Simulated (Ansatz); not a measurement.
# AlH₄+ (singlet): one geometry, many settings at distance H2–H3 = 1.226 Å

What do other methods and options give for AlH₄+ (singlet) at this geometry, and how long do they take?

Computed with Ansatz 0.2.0, Gaussian basis. Level: the settings change from run to run.

52 further runs of the same task are left out: 33 for a known fault of the program, 1 for a mislabelled method, 13 that didn't finish, 5 set aside as unsound or not needed.

### 1 What is computed

The geometry derives from a PBE0/def2-TZVP stationary point (not a proven minimum). One bond is set to the value named and the two fragments are kept rigid.

5 atoms, charge 1, spin multiplicity 1.

Atoms are counted from 1 here; the program's logs count them from 0.

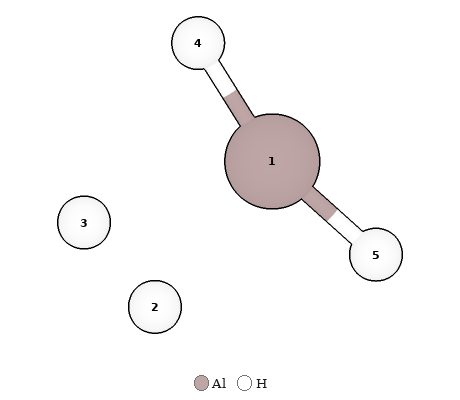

The structure; aluminium light grey, hydrogen white; atoms are numbered from 1 in the order of the file.

### 2 MRCISD+Q(6,6)/def2-mTZVP

in.yaml reads:

```yaml
crystal:
  periodic: [false, false, false]
  atoms:
    - {symbol: Al, position_ang: [0.000000, -0.014834, -0.118619]}
    - {symbol: H, position_ang: [0.000001, -0.399627, 1.922431]}
    - {symbol: H, position_ang: [-0.000001, 0.826373, 1.922431]}
    - {symbol: H, position_ang: [-0.000002, 1.522101, -0.334770]}
    - {symbol: H, position_ang: [0.000002, -1.551769, -0.334771]}
basis:
  gaussian: {orbitals: def2-mTZVP, point_charges: [{charge: 0.50, position_ang: [4.763, 0.026, 0.690]}]}
total_charge: 1
correlation: {method: fic_mrcisd_q, electrons: outside_noble_gas, active_space: {window: {electrons: 6, orbitals: 6}}}
```

On the command line:

```bash
$ ansatz run in.yaml --threads 1 --pin off --events-out ev --progress --plain --max-ram 2393MiB
```

The program printed:

```text
Functional definition: HF
  name "HF"
  cite "Fock, Z. Phys. 61, 126 (1930) doi:10.1007/BF01340294"
  parent pbe
  exchange = exact_x
  correlation = 0
340 factors; integrals over basis functions are off by at most 6.5e-4 eV
mean field evaluation 1: about -6633.3797 eV, gradient 8.4e0 eV
mean field evaluation 2: about -6633.3796 eV, gradient 8.4e0 eV
mean field evaluation 4: about -6633.8216 eV, gradient 2.1e-1 eV
mean field evaluation 8: about -6633.8218 eV, gradient 2.1e-5 eV
mean field -6633.82177656 eV, -243.7884537226 hartree, gradient 2.7e-6 eV, S^2 0.000000; 0 other end points of the search recorded, 0 dependent functions left out
reference -6633.82177656 eV, -243.7884537226 hartree; 8, 8 occupied and 26, 26 virtual orbitals, 340 factors
state -6635.63467492 eV, -243.8550765087 hartree
contracted CI cycle   1: correlation 0.00000000 eV, 0.0000000000 hartree, residual 5.81e0 eV
contracted CI cycle   2: correlation -0.62669422 eV, -0.0230305877 hartree, residual 1.53e0 eV
contracted CI cycle   3: correlation -0.66097937 eV, -0.0242905438 hartree, residual 3.69e-1 eV
contracted CI cycle   4: correlation -0.66322780 eV, -0.0243731722 hartree, residual 1.01e-1 eV
contracted CI cycle   5: correlation -0.66337767 eV, -0.0243786798 hartree, residual 3.28e-2 eV
contracted CI cycle   6: correlation -0.66339498 eV, -0.0243793157 hartree, residual 1.13e-2 eV
contracted CI cycle   7: correlation -0.66339688 eV, -0.0243793857 hartree, residual 3.76e-3 eV
contracted CI cycle   8: correlation -0.66339709 eV, -0.0243793932 hartree, residual 1.12e-3 eV
state -6635.63467492 eV, -243.8550765087 hartree; corrected -6636.30975991 eV, -243.8798854245 hartree
Total energy: -6636.30975991 eV, -243.8798854245 hartree
```

Wall time 0.93 s (1 thread of Arm Neoverse V1, shared host).

From the report: 400 determinants; active occupations 1.98, 1.97, 1.91, 0.09, 0.04, 0.02.

### 3 BCCD(T) on RHF/6-31G*

Changes to in.yaml since step 2:

```diff
@@ -9,4 +9,7 @@
 basis:
-  gaussian: {orbitals: def2-mTZVP, point_charges: [{charge: 0.50, position_ang: [4.763, 0.026, 0.690]}]}
+  gaussian: {orbitals: "6-31G*"}
 total_charge: 1
-correlation: {method: fic_mrcisd_q, electrons: outside_noble_gas, active_space: {window: {electrons: 6, orbitals: 6}}}
+magnetization: {spin_polarized: false}
+correlation: {method: bccd_t, electrons: outside_noble_gas}
+accuracy: high
+output: {forces: true}
```

Same command.

The program printed (excerpt; [...] marks lines left out):

```text
Functional definition: HF
  name "HF"
  cite "Fock, Z. Phys. 61, 126 (1930) doi:10.1007/BF01340294"
  parent pbe
[...]
541 factors; integrals over basis functions are off by at most 3.4e-9 eV
[...]
mean field -6634.86924902 eV, -243.8269476255 hartree, gradient 2.2e-8 eV, S^2 0.000000; 0 other end points of the search recorded, 0 dependent functions left out
5 core orbitals not correlated: weight in the atoms' cores, before any rotation towards them, 1.000 or more for the frozen orbitals, at most 0.000 for the correlated occupied ones
reference -6634.86924902 eV, -243.8269476255 hartree; 3, 3 occupied and 19, 19 virtual orbitals, 541 factors
second order -1.74112337 eV of doubles, -0.00000000 eV of singles
cycle   1  -2.21767314 eV  change   -4.8e-1 eV  update   6.5e-2
[...]
cycle  21  -2.49147576 eV  change  -2.3e-10 eV  update  2.2e-10
perturbative correction -0.02663138 eV, -0.0009786850 hartree
[...]
Total energy: -6637.38735615 eV, -243.9194863558 hartree
Atom 0 at     0.000000    -0.014834    -0.118619 Å, force    -0.000000     0.236657     0.257763 eV/Å
Atom 1 at     0.000001    -0.399627     1.922431 Å, force    -0.000005     3.700820     0.053738 eV/Å
Atom 2 at    -0.000001     0.826373     1.922431 Å, force     0.000005    -3.906603    -0.091651 eV/Å
Atom 3 at    -0.000002     1.522101    -0.334770 Å, force    -0.000000     0.162474    -0.212585 eV/Å
Atom 4 at     0.000002    -1.551769    -0.334771 Å, force     0.000000    -0.193348    -0.007264 eV/Å
Dipole moment:    -0.000000     0.028134     0.245585 e Å
```

Run time: 0.81 s. Hardware: 1 thread of Arm Neoverse V1, shared host.

From the report: correlation -2.5181 eV; largest double amplitude 0.10.

### 4 FCI/6-31G

Changes to in.yaml since step 3:

```diff
@@ -9,7 +9,5 @@
 basis:
-  gaussian: {orbitals: "6-31G*"}
+  gaussian: {orbitals: 6-31G}
 total_charge: 1
-magnetization: {spin_polarized: false}
-correlation: {method: bccd_t, electrons: outside_noble_gas}
-accuracy: high
-output: {forces: true}
+correlation: {method: fci, electrons: outside_noble_gas}
+scf: {lower_state_search: light}
```

The command is unchanged.

The program printed:

```text
Functional definition: HF
  name "HF"
  cite "Fock, Z. Phys. 61, 126 (1930) doi:10.1007/BF01340294"
  parent pbe
  exchange = exact_x
  correlation = 0
458 factors; integrals over basis functions are off by at most 7.8e-8 eV
mean field evaluation 1: about -6633.9418 eV, gradient 6.9e0 eV
mean field evaluation 2: about -6633.9423 eV, gradient 6.9e0 eV
mean field evaluation 4: about -6634.2413 eV, gradient 1.5e-1 eV
mean field evaluation 8: about -6634.2412 eV, gradient 2.3e-4 eV
mean field -6634.24123684 eV, -243.8038686038 hartree, gradient 9.8e-7 eV, S^2 0.000000; 0 other end points of the search recorded, 0 dependent functions left out
5 core orbitals not correlated: weight in the atoms' cores, before any rotation towards them, 1.000 or more for the frozen orbitals, at most 0.000 for the correlated occupied ones
reference -6634.24123684 eV, -243.8038686038 hartree; 3, 3 occupied and 13, 13 virtual orbitals, 458 factors
state -6636.48208504 eV, -243.8862182560 hartree
Total energy: -6636.48208504 eV, -243.8862182560 hartree
```

It took 0.75 s on 1 thread of Arm Neoverse V1, shared host.

From the report: 176,008 determinants, symmetry A'.

### 5 NEVPT2(2,8)/cc-pVDZ

Changes to in.yaml since step 4:

```diff
@@ -9,5 +9,4 @@
 basis:
-  gaussian: {orbitals: 6-31G}
+  gaussian: {orbitals: cc-pVDZ}
 total_charge: 1
-correlation: {method: fci, electrons: outside_noble_gas}
-scf: {lower_state_search: light}
+correlation: {method: sc_nevpt2, electrons: outside_noble_gas, active_space: {window: {electrons: 2, orbitals: 8}, states: [{multiplicity: 1, weights: [0.5, 1]}], root: 1}}
```

The command is unchanged.

The program printed:

```text
Functional definition: HF
  name "HF"
  cite "Fock, Z. Phys. 61, 126 (1930) doi:10.1007/BF01340294"
  parent pbe
  exchange = exact_x
  correlation = 0
713 factors; integrals over basis functions are off by at most 2.3e-7 eV
mean field evaluation 1: about -6635.1782 eV, gradient 7.9e0 eV
mean field evaluation 2: about -6635.1788 eV, gradient 7.9e0 eV
mean field evaluation 4: about -6635.5702 eV, gradient 1.9e-1 eV
mean field evaluation 8: about -6635.5705 eV, gradient 2.1e-4 eV
mean field -6635.57046907 eV, -243.8527169871 hartree, gradient 1.5e-6 eV, S^2 0.000000; 0 other end points of the search recorded, 0 dependent functions left out
reference -6635.57046907 eV, -243.8527169871 hartree; 8, 8 occupied and 30, 30 virtual orbitals, 713 factors
state -6636.25396072 eV, -243.8778348419 hartree
state -6629.18244034 eV, -243.6179612612 hartree
state -6636.25396072 eV, -243.8778348419 hartree; corrected -6637.92415114 eV, -243.9392132078 hartree
state -6629.18244034 eV, -243.6179612612 hartree; corrected -6631.09396251 eV, -243.6882084054 hartree
Total energy: -6631.09396251 eV, -243.6882084054 hartree
```

Wall time 2.5 s (1 thread of Arm Neoverse V1, shared host).

From the report: 34 determinants; active occupations (of the averaged states) 1.30, 0.67, 0.03, 0.00, 0.00, 0.00, 0.00, 0.00.

### 6 CCSDT(Q) on RHF/6-31G

Changes to in.yaml since step 5:

```diff
@@ -9,4 +9,5 @@
 basis:
-  gaussian: {orbitals: cc-pVDZ}
+  gaussian: {orbitals: 6-31G, point_charges: [{charge: -1.00, position_ang: [4.664, -0.047, -0.748]}]}
 total_charge: 1
-correlation: {method: sc_nevpt2, electrons: outside_noble_gas, active_space: {window: {electrons: 2, orbitals: 8}, states: [{multiplicity: 1, weights: [0.5, 1]}], root: 1}}
+magnetization: {spin_polarized: false}
+correlation: {method: ccsdt_q, electrons: outside_noble_gas}
```

The command is unchanged.

The program printed (excerpt; [...] marks lines left out):

```text
Functional definition: HF
  name "HF"
  cite "Fock, Z. Phys. 61, 126 (1930) doi:10.1007/BF01340294"
  parent pbe
[...]
458 factors; integrals over basis functions are off by at most 7.8e-8 eV
[...]
mean field -6637.31524089 eV, -243.9168361689 hartree, gradient 9.7e-7 eV, S^2 0.000000; 0 other end points of the search recorded, 0 dependent functions left out
5 core orbitals not correlated: weight in the atoms' cores, before any rotation towards them, 1.000 or more for the frozen orbitals, at most 0.000 for the correlated occupied ones
reference -6637.31524089 eV, -243.9168361689 hartree; 3, 3 occupied and 13, 13 virtual orbitals, 458 factors
second order -1.47129339 eV of doubles, -0.00000000 eV of singles
cycle   1  -1.91712424 eV  change   -4.5e-1 eV  update   6.7e-2
[...]
cycle  13  -2.24261436 eV  change   -1.9e-7 eV  update   2.0e-7
perturbative correction -0.00081249 eV, -0.0000298586 hartree
Total energy: -6639.55866775 eV, -243.9992805853 hartree
```

Run time: 0.33 s. Hardware: 1 thread of Arm Neoverse V1, shared host.

From the report: correlation -2.2434 eV; T1 0.014; largest double amplitude 0.10.

### 7 BCCD(T) on UHF/STO-3G

Changes to in.yaml since step 6:

```diff
@@ -9,5 +9,6 @@
 basis:
-  gaussian: {orbitals: 6-31G, point_charges: [{charge: -1.00, position_ang: [4.664, -0.047, -0.748]}]}
+  gaussian: {orbitals: STO-3G}
 total_charge: 1
-magnetization: {spin_polarized: false}
-correlation: {method: ccsdt_q, electrons: outside_noble_gas}
+magnetization: {spin_polarized: true, initial_magnetization: 0}
+correlation: {method: bccd_t, electrons: all}
+output: {forces: true}
```

The command is unchanged.

The program printed (excerpt; [...] marks lines left out):

```text
Functional definition: HF
  name "HF"
  cite "Fock, Z. Phys. 61, 126 (1930) doi:10.1007/BF01340294"
  parent pbe
[...]
141 factors; integrals over basis functions are off by at most 6.6e-5 eV
[...]
mean field -6557.57649392 eV, -240.9864912667 hartree, gradient 5.4e-6 eV, S^2 0.000000; 3 other end points of the search recorded, 0 dependent functions left out
reference -6557.57649392 eV, -240.9864912667 hartree; 8, 8 occupied and 5, 5 virtual orbitals, 141 factors
second order -1.71004589 eV of doubles, -0.00000000 eV of singles
cycle   1  -2.25580859 eV  change   -5.5e-1 eV  update   7.3e-2
[...]
cycle  17  -2.63469667 eV  change    4.4e-9 eV  update   1.3e-8
perturbative correction -0.02351005 eV, -0.0008639782 hartree
[...]
the multipliers restart with 30 DIIS vectors
Total energy: -6560.23470064 eV, -241.0841785618 hartree
Atom 0 at     0.000000    -0.014834    -0.118619 Å, force    -0.000000     0.251410    -0.263624 eV/Å
Atom 1 at     0.000001    -0.399627     1.922431 Å, force    -0.000007     5.249887     0.063415 eV/Å
Atom 2 at    -0.000001     0.826373     1.922431 Å, force     0.000007    -5.429207     0.035935 eV/Å
Atom 3 at    -0.000002     1.522101    -0.334770 Å, force     0.000002    -1.156043    -0.033760 eV/Å
Atom 4 at     0.000002    -1.551769    -0.334771 Å, force    -0.000001     1.083953     0.198034 eV/Å
Dipole moment:     0.000000     0.014685     0.162180 e Å
```

Wall time 2.3 s (1 thread of Arm Neoverse V1, shared host).

From the report: ⟨S²⟩ of the determinant 0.000 (pure singlet: 0.00); correlation -2.6582 eV; largest double amplitude 0.11.

### 8 The runs in one table

```
                                             level         correlated  functions  energy (eV)    time
  MRCISD+Q(6,6)/def2-mTZVP (beside a point charge)  outside noble gas         34   -6636.3098  0.93 s
                             BCCD(T) on RHF/6-31G*  outside noble gas         27   -6637.3874  0.81 s
                                         FCI/6-31G  outside noble gas         21   -6636.4821  0.75 s
NEVPT2(2,8)/cc-pVDZ (excited root 1 of an average)  outside noble gas         38   -6631.0940   2.5 s
     CCSDT(Q) on RHF/6-31G (beside a point charge)  outside noble gas         21   -6639.5587  0.33 s
                             BCCD(T) on UHF/STO-3G                all         13   -6560.2347   2.3 s
```

### 9 Results

| quantity | value |
| --- | --- |
| runs | 6 |
| quickest | CCSDT(Q) on RHF/6-31G (beside a point charge), 0.33 s |
| slowest | NEVPT2(2,8)/cc-pVDZ (excited root 1 of an average), 2.5 s |

What this shows: Total energies in different bases, with other cores or another treatment of relativity can't be set against each other. NEVPT2(2,8)/cc-pVDZ (excited root 1 of an average) took 8 times as long as CCSDT(Q) on RHF/6-31G (beside a point charge); the jobs differ in more than the method.
